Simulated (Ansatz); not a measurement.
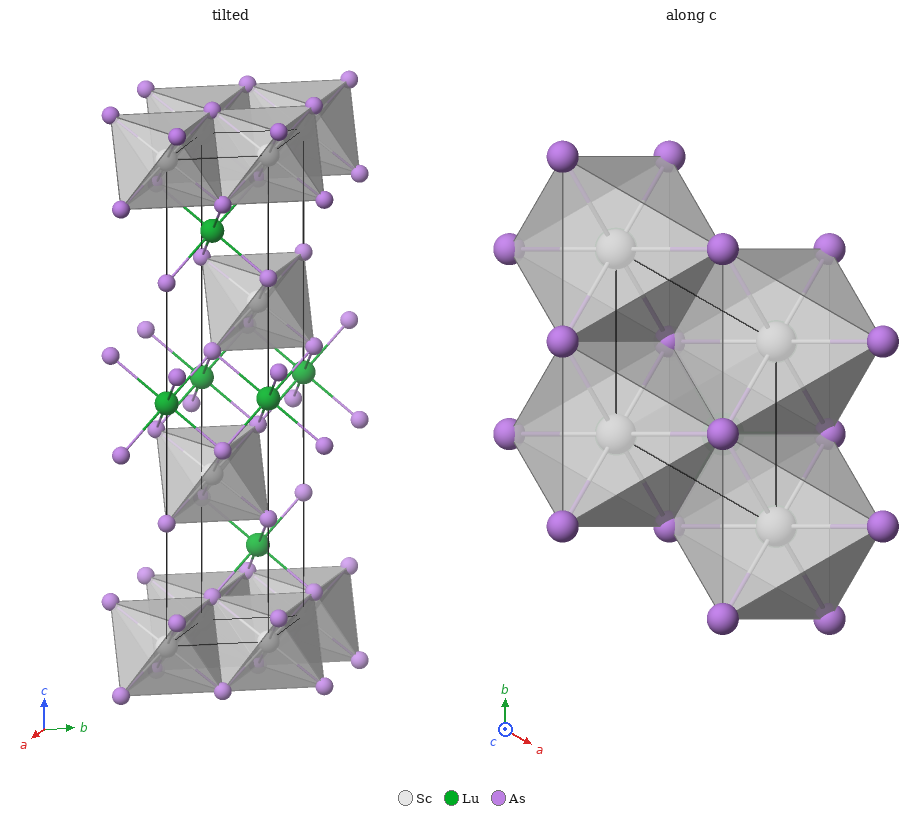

The crystal in a polyhedral representation, seen slightly off an axis and along the c axis. The parallelepiped is the conventional unit cell. A few atoms beyond the faces are included.

LuScAs₂, space group R-3m (No. 166), a = 3.945 Å, b = 3.945 Å, c = 19.301 Å, α = 90.00°, β = 90.00°, γ = 120.00°. The cell started as a structure type filled with these elements by a generator (whether the compound takes this form wasn't checked). Earlier steps of the study, as a rule a relaxation of our own, may have changed the cell and positions, so they can lie some per cent off the listed ones. It went into a calculation with Ansatz.

This one geometry was computed with Ansatz (DFT, plane waves, PAW) at three levels of theory: r2SCAN, PBE and PBE with spin-orbit coupling. It was relaxed beforehand with r2SCAN.

> How does the band gap change with the level of theory?

All levels give a metal.

> Collect the results in a table.

| level | cutoff (eV) | k-mesh of the run's cell | gap (eV) | pressure (GPa) |
| --- | --- | --- | --- | --- |
| r2SCAN | 500 | 8×8×8 | metal | 0.0 |
| PBE | 420 | 8×8×8 | metal | 0.6 |
| PBE with spin-orbit coupling | 420 | 8×8×8 | metal | 0.5 |

Gaps are taken on the k-mesh or band path of each run.
